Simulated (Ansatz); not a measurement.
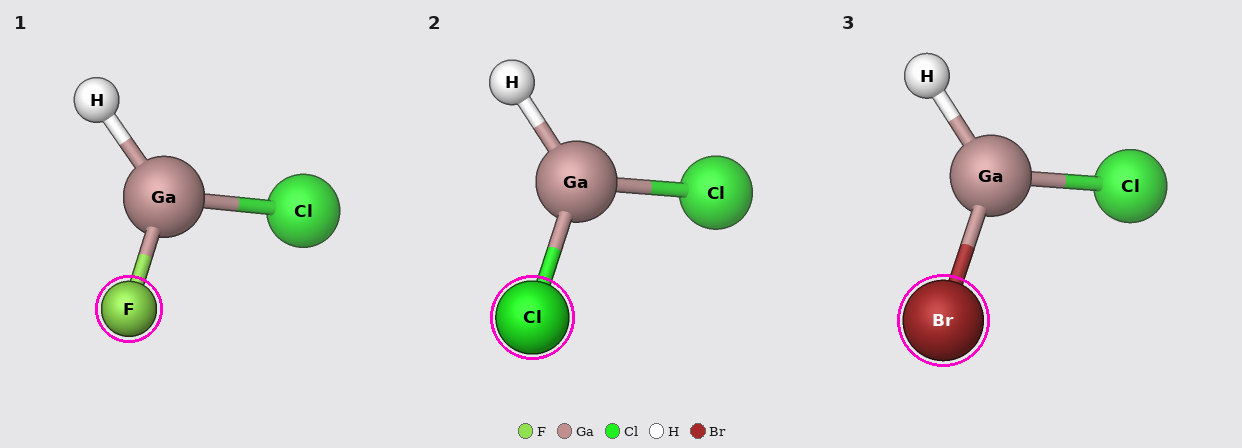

3 molecules with one skeleton, seen from the same side and at one scale; the atom that differs is circled. Each species is neutral and a spin singlet. Computed geometries: PBE0-D4/def2-TZVP optimisations, one conformation each. Properties computed with Ansatz 0.2.0.

One atom differs, called X below: F in panel 1, Cl in panel 2, Br in panel 3. Their formulas are ClFGaH (`[F][GaH][Cl]`), Cl2GaH (`[Cl][GaH][Cl]`), BrClGaH (`[Cl][GaH][Br]`).

**Rank them by the dipole moment, lowest first (B3LYP-D4/def2-TZVPP).**

3 (Br), 2 (Cl), 1 (F).

**Rank them by the HOMO energy (Kohn–Sham orbital), lowest first (B3LYP-D4/def2-TZVPP).**

1 (F), 2 (Cl), 3 (Br).

Give the values. With PBE0-D4/def2-TZVP: length of X–Ga (Å), angle X–Ga–Cl (°). With B3LYP-D4/def2-TZVPP: dipole moment (D), HOMO energy (Kohn–Sham orbital) (eV), HOMO–LUMO gap (eV).

| quantity | 1 (F) | 2 (Cl) | 3 (Br) |
| --- | --- | --- | --- |
| length of X–Ga (Å) | 1.744 | 2.128 | 2.272 |
| angle X–Ga–Cl (°) | 113.4 | 115.1 | 115.6 |
| dipole moment (D) | 2.11 | 1.68 | 1.55 |
| HOMO energy (Kohn–Sham orbital) (eV) | −9.08 | −8.86 | −8.36 |
| HOMO–LUMO gap (eV) | 7.23 | 6.87 | 6.30 |
